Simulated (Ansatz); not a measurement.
# MnSiSe3: the cost of one run

Program: Ansatz 0.2.0. Level of theory: DFT PBE, scalar-relativistic, plane waves, PAW. These are calculated values, not measurements.

## Step 1: The structure to begin with

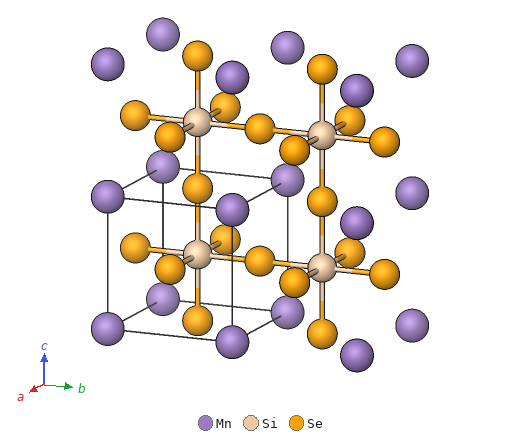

The starting structure, seen slightly off an axis (manganese light purple, silicon light orange, selenium orange). 1×2×2 cells are drawn. Atoms on the faces are drawn again on the opposite ones.

Structure file:

```xyz
5
Lattice="4.6810 0.0000 0.0000 0.0000 4.6810 0.0000 0.0000 0.0000 4.6810" Properties=species:S:1:pos:R:3 pbc="T T T"
Mn    0.0000    0.0000    0.0000
Si    2.3405    2.3405    2.3405
Se    0.0000    2.3405    2.3405
Se    2.3405    0.0000    2.3405
Se    2.3405    2.3405    0.0000
```

Recipe of the guess: species swapped into a database cell of LaBPd3 (Pm-3m, No. 221), with Mn on the La sites, Si on the B sites and Se on the Pd sites. The dimensions are guesses.

## Step 2: A first look at the guess

Input file input.yaml:

```yaml
crystal:
  lattice:
    - [4.68100734, 0.0, 0.0]
    - [0.0, 4.68100734, 0.0]
    - [0.0, 0.0, 4.68100734]
  atoms:
    - { symbol: Mn, position: [0.0, 0.0, 0.0], spin: 4.0 }
    - { symbol: Si, position: [0.5, 0.5, 0.5] }
    - { symbol: Se, position: [0.0, 0.5, 0.5] }
    - { symbol: Se, position: [0.5, 0.0, 0.5] }
    - { symbol: Se, position: [0.5, 0.5, 0.0] }
basis:
  ecutwfc: 420
kpoints:
  mp_grid: { grid: [4, 4, 4] }
hamiltonian:
  xc: pbe
scf:
  occupations: { method: gaussian, width: 0.1 }
  lower_state_search: "off"
output:
  forces: true
  stress: true
  eigenvalues: true
  populations: true
magnetization:
  spin_polarized: true
```

Started as:

```console
$ ansatz run input.yaml --threads 1 --pin off --max-ram 2048MiB --backend cpu --events-out ev --progress --plain --runs-dir out
```

What time and memory should one allow on 1 thread of Intel Xeon Platinum 8488C (Sapphire Rapids), shared host?

About 6 s, with a peak of 0.53 GiB.
